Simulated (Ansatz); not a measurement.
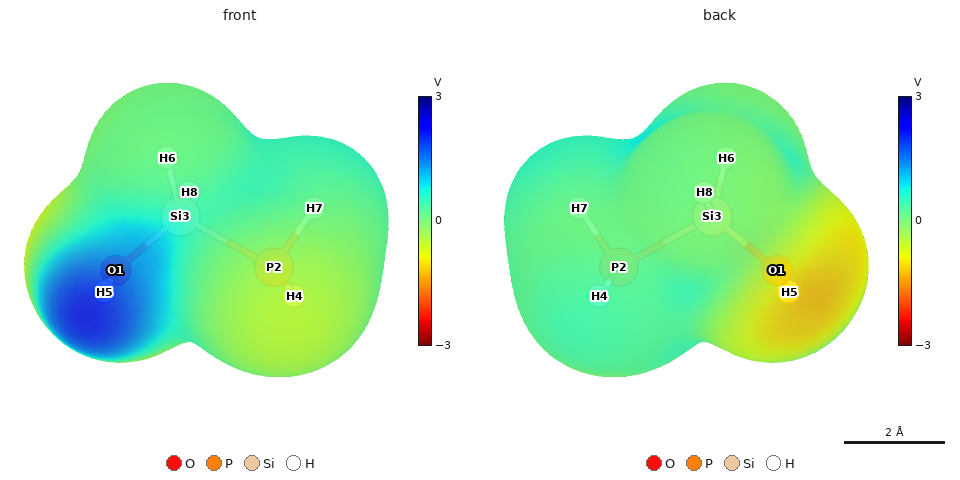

The picture shows: H5OPSi. The electrostatic potential painted on the density surface at 0.001 e/bohr³, seen from the front and from behind; the colour scale runs from red (negative) to blue (positive).

Geometry: BLYP-D3(BJ)/def2-SVP.

Method: isolated molecule in a Gaussian basis; Kohn-Sham density functional theory, functional PBE0 in Ansatz 0.2.0.

The calculation's input:

```
crystal:
  periodic: [false, false, false]
  atoms:
    - symbol: O
      position_ang: [0.454638, -1.455699, -1.229056]
    - symbol: P
      position_ang: [1.358280, 0.916688, 0.879674]
    - symbol: Si
      position_ang: [-0.207436, -0.111237, -0.455927]
    - symbol: H
      position_ang: [1.931158, 1.673698, -0.203011]
    - symbol: H
      position_ang: [0.856802, -2.121121, -0.640826]
    - symbol: H
      position_ang: [-1.348263, -0.472898, 0.459093]
    - symbol: H
      position_ang: [0.436534, 1.964520, 1.242558]
    - symbol: H
      position_ang: [-0.716222, 0.753769, -1.563894]
basis:
  gaussian:
    orbitals: def2-TZVPD
output: {forces: true, orbitals: {seedname: orbitals}}
hamiltonian:
  xc: pbe0
```

Run with:

```sh
ansatz run input.yaml --threads 1 --pin off --max-ram 2610MiB --events-out events.jsonl --progress --plain --runs-dir runs
```

**Describe the electrostatic potential map.**

The most negative region (about −1.1 V, or −25 kcal/mol for a unit charge) lies over O1, the most positive (about +2.0 V, or +46 kcal/mol for a unit charge) over H5. O1 is the likeliest acceptor of a hydrogen bond.

**How polar is the molecule by this calculation?**

Its dipole moment is 0.70 D.
